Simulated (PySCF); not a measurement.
# C7H6O2S (thiosalicylic acid): the cost of one run

Computed with PySCF 2.14.0 and routines of our own; the level stands in each step. Atoms count from 0.

### 1 The system as given

16 atoms, charge 0, multiplicity 1; geometry from: GFN2-xTB.

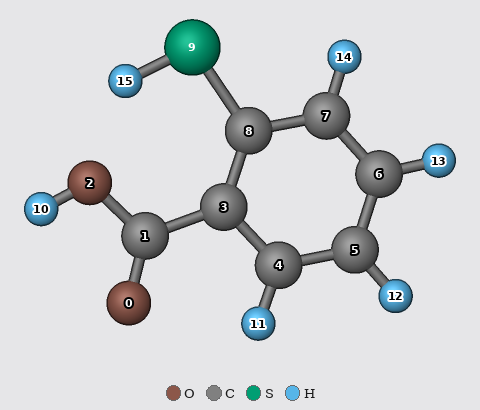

The starting geometry (oxygen brown, carbon grey, sulfur teal, hydrogen blue).

### 2 Optimising the geometry at PBE0-D3(BJ)/def2-SVP

The job: settings as JSON, then the geometry in Å.

```
{"job": {"xc": "PBE0", "basis": "def2-SVP", "d3": "d3bj", "grid": 2, "kind": "geom"}, "charge": 0, "multiplicity": 1}
O      2.552035    -0.758924    -1.109441
C      1.949587     0.001198    -0.391280
O      2.616663     0.991315     0.246586
C      0.493054    -0.076782    -0.162522
C     -0.140787    -1.084102    -0.906076
C     -1.494410    -1.312718    -0.828339
C     -2.268362    -0.523372     0.013335
C     -1.671957     0.471418     0.754404
C     -0.297830     0.714254     0.685225
S      0.235974     2.025634     1.728534
H      3.556975     0.933808     0.010861
H      0.483737    -1.682640    -1.551921
H     -1.948108    -2.096353    -1.414599
H     -3.332830    -0.685507     0.090432
H     -2.262978     1.091312     1.412294
H      1.521639     2.000403     1.411096
```

Started as:

```
> OMP_NUM_THREADS=1 python excited_run.py task.json out
```

The driver reads the jobs from task.json and runs them one after another.

**Question.** How long does this first job take on 1 thread of AMD EPYC 9R14, shared host, and how much memory does it need?

About 1.8 min, with a peak of 0.81 GiB.
